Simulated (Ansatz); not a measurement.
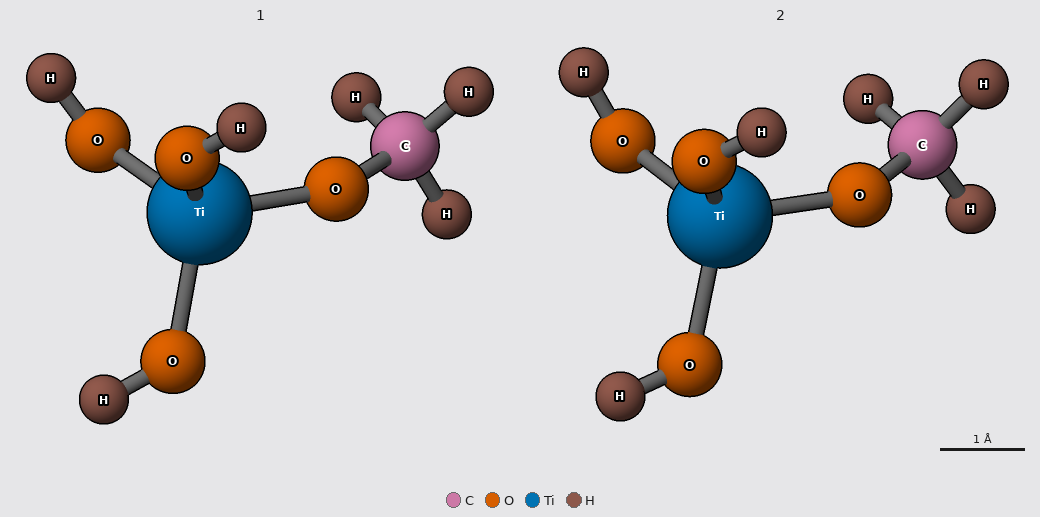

Two geometries of CH6O4Ti, drawn at one scale. One is the start of a relaxation, the other its converged end. Style: ball-and-stick. Shown from a free direction.

All numbers below come from RKS PBE0-D4/def2-TZVP in Ansatz. (force threshold 0.005 eV/Å; at most 150 steps)

### Which one is relaxed?

Structure 1 is the relaxed one. The start comes from PBE-D4/def2-SVP. The atom that moves furthest after the best rigid fit is an H atom (0.17 Å). By element the largest moves are H 0.17 Å, O 0.08 Å, Ti 0.04 Å, C 0.03 Å. Among the contacts that change: C–H 1.115 → 1.095 Å, O–Ti 1.790 → 1.773 Å, H–O 0.973 → 0.957 Å, O–Ti 1.817 → 1.812 Å. Among the angles between lasting bonds that change: C–O–Ti 143.5° → 148.9°, Ti–O–H 122.9° → 128.0°, Ti–O–H 125.5° → 129.1°. Over 14 accepted moves (15 points after the start) the energy falls by 1.08 kcal/mol. Largest force component: 0.64 eV/Å at the start, 0.0031 eV/Å at the end. The line search rejected the trial step at point 7 of the run. The run took 98 s on 4 threads of Arm Neoverse V2, with other jobs on the host.
